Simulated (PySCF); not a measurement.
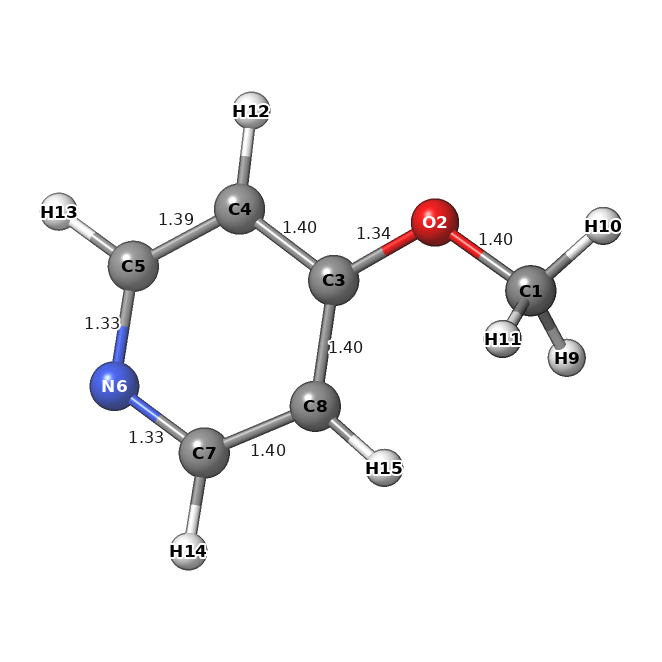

The numbers beside the sticks are distances in Å. Sticks don't show bond order. The geometry was computed by an optimisation with PBE0-D3(BJ)/def2-SVP. No frequency run is at hand to confirm it as a minimum.

Which of the marked bonds are single, double, triple or aromatic?

Answer. C1–O2 single; O2–C3 single; C3–C4 aromatic; C3–C8 aromatic; C4–C5 aromatic; C5–N6 aromatic; N6–C7 aromatic; C7–C8 aromatic.

Give the structure as SMILES.

Answer. COc1ccncc1
